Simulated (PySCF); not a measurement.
C3H8OSi

The calculation's input:

```
{"job": {"kind": "nmr", "xc": "PBE0", "basis": "pcSseg-1", "pop": true}, "charge": 0, "multiplicity": 1}
Si     1.276510     1.716970     0.470538
O      0.542320     0.298837     0.744820
C     -0.233522    -0.501138    -0.065603
C     -1.544930    -0.992505     0.460699
C     -1.509657     0.013096    -0.655725
H      1.902930     1.901627     1.768841
H      0.316647     2.774176     0.138106
H      2.234508     1.622381    -0.634710
H      0.365867    -1.175789    -0.670561
H     -1.843433    -0.642936     1.436518
H     -1.843608    -2.005931     0.243044
H     -1.778798    -0.304096    -1.651402
H     -1.790431     1.027565    -0.421338
```

Command:

```sh
OMP_NUM_THREADS=1 python probes_run.py task.json out
```

Geometry: GFN2-xTB, dihedral held.

These are results of PySCF 2.14.0, PBE0/pcSseg-1, SCF density, gas phase, non-relativistic, not measurements.

What can the converged electron density and electron localisation function tell about the bonding?

Answer. C–O (1.38 Å): the density is about 2.2 e/Å³ at the midpoint, with its minimum of 1.8 e/Å³ about 0.5 Å from C; the ELF peaks at about 0.90 between the atoms, as expected for a shared but strongly polarised pair.
Si–O (1.62 Å): ρ at the midpoint is about 1.2 e/Å³; the ELF peaks at about 0.85 between the atoms: a short, strongly polar bond.
Si–H (1.45 Å): ρ is about 0.84 e/Å³ halfway; the ELF climbs to about 1 towards the hydrogen, as it does in any bond to H.

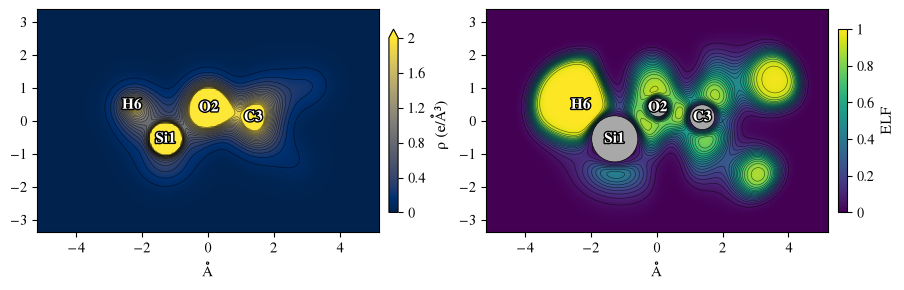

Computed electron density and electron localisation function on the plane of atoms Si1, O2 and C3, in this order. Grey discs cover the atomic cores in the ELF map. 
